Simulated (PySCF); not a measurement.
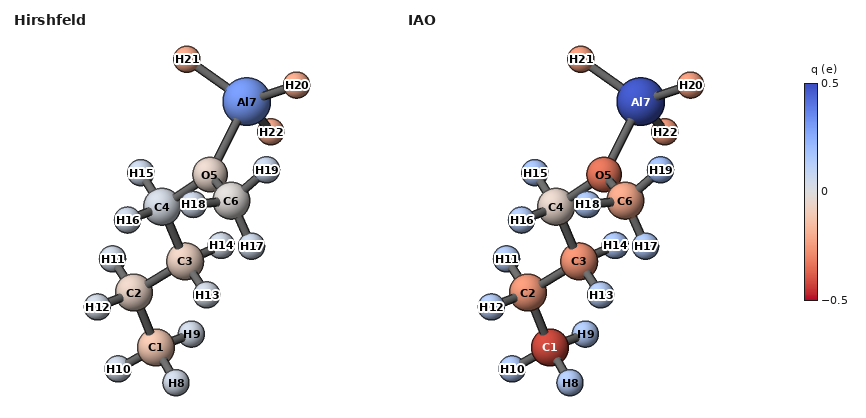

Atomic charges of one calculation by 2 schemes, on one colour scale. The computed structure is the end point of a PBE0-D3(BJ)/def2-SVP optimisation. No frequency run is at hand to confirm it as a minimum. Computed with PBE0/pcSseg-1 (PySCF 2.14.0).

**Which scheme gives the most polar picture (largest mean size of the charges)?**

The IAO charges are the largest in size here.

**On which atom do the schemes disagree most?**

On C1 (from −0.41 to −0.11 e).

List the charges (e), one line for each set of equivalent atoms.

| atom | Hirshfeld | IAO |
| --- | --- | --- |
| C1 | −0.11 | −0.41 |
| C2 | −0.06 | −0.24 |
| C3 | −0.07 | −0.26 |
| C4 | 0.03 | −0.05 |
| O5 | −0.05 | −0.32 |
| C6 | −0.01 | −0.20 |
| Al7 | 0.31 | 0.46 |
| H8 | 0.04 | 0.13 |
| H9 | 0.04 | 0.14 |
| H10 | 0.04 | 0.14 |
| H11 | 0.04 | 0.13 |
| H12 | 0.04 | 0.13 |
| H13 | 0.04 | 0.13 |
| H14 | 0.04 | 0.15 |
| H15 | 0.06 | 0.16 |
| H16 | 0.05 | 0.14 |
| H17 | 0.05 | 0.14 |
| H18 | 0.05 | 0.15 |
| H19 | 0.06 | 0.18 |
| H20 | −0.20 | −0.23 |
| H21 | −0.20 | −0.23 |
| H22 | −0.20 | −0.23 |
